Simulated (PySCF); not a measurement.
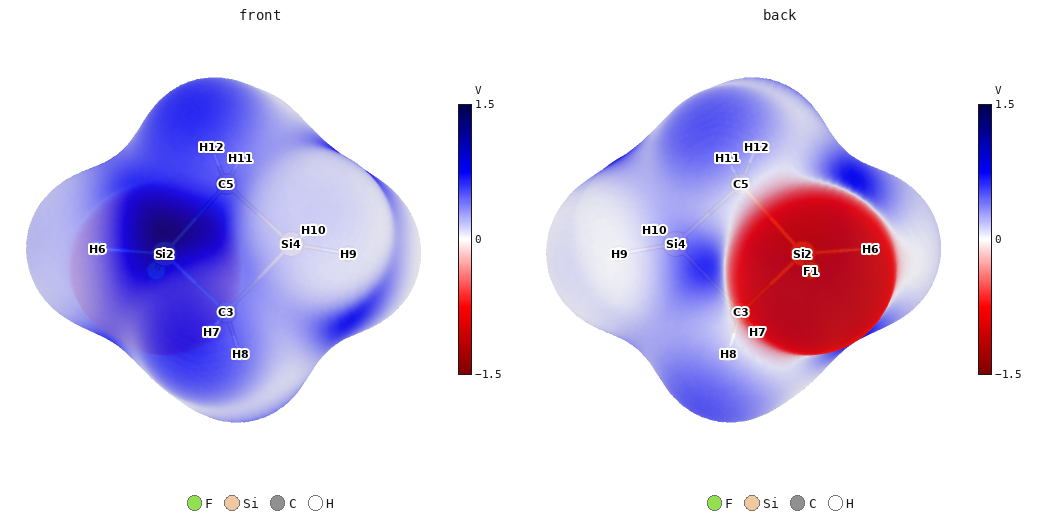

C₂H₇FSi₂ (SMILES F[SiH]1C[SiH2]C1). The molecular electrostatic potential painted on the density surface at 0.001 e/bohr³, seen from the front and from behind; the colour scale runs from red (negative) to blue (positive).

Geometry: GFN2-xTB.

The calculation used PySCF 2.14.0, PBE0/def2-SVPD, SCF density, gas phase.

Input file:

```
{"job": {"kind": "uv", "xc": "PBE0", "basis": "def2-SVPD", "nstates": 8, "ntriplets": 3}, "charge": 0, "multiplicity": 1}
F      1.577901    -0.688263     1.854333
Si     1.181922    -0.594637     0.286066
C     -0.611583    -1.185711     0.011877
Si    -1.216481     0.612974    -0.301683
C      0.618654     1.172616    -0.162606
H      2.301832    -1.232936    -0.382348
H     -0.742075    -1.850756    -0.837462
H     -1.060779    -1.683499     0.867264
H     -2.086596     1.143440     0.748602
H     -1.816974     0.829850    -1.620013
H      0.819430     1.920655     0.599792
H      1.035950     1.555581    -1.089850
```

Command:

```sh
OMP_NUM_THREADS=1 python probes_run.py task.json out
```

Where is the surface potential most negative and most positive?

Answer. The most negative region (about −1.1 V) lies over F1, the most positive (about +1.2 V) over Si2.
